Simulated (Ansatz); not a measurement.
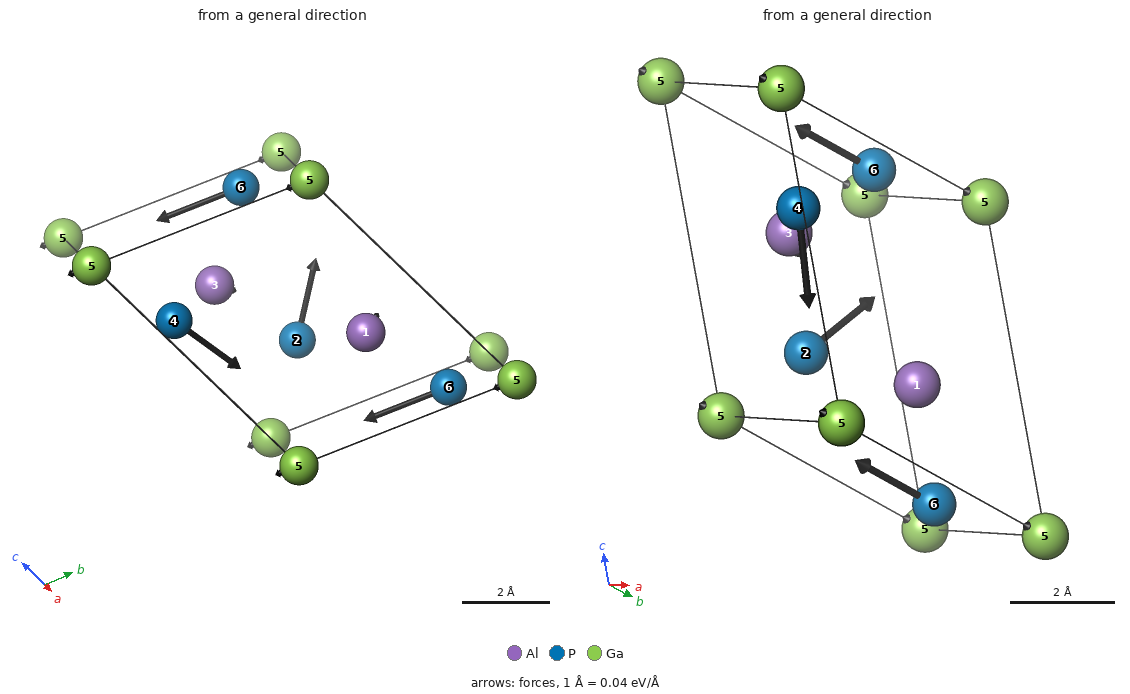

An orthographic spheres-only view of the structure, from two general directions. One cell (the run's own, in a reduced setting) is framed, with atoms on its boundary repeated. The arrows are the computed forces on the atoms.

System: Al2GaP3. Electronic-structure method: Ansatz 0.2.0, DFT, PBE, plane waves, PAW. Parameters: a 420 eV plane-wave basis, k-points about 0.25 Å⁻¹ apart, Fermi-Dirac smearing of 0.02 eV, no spin polarisation.

Has this structure been optimised to equilibrium?

Answer. No. The atoms still feel forces of up to about 0.069 eV/Å, above a usual threshold of 0.01 to 0.03 eV/Å.

The initial geometry was a structure type filled with these elements by a generator (whether the compound takes this form wasn't checked). Earlier steps of the study, as a rule a relaxation of our own, may have changed the cell and positions, so they can lie some per cent off the listed ones. It was run through Ansatz as a DFT input.
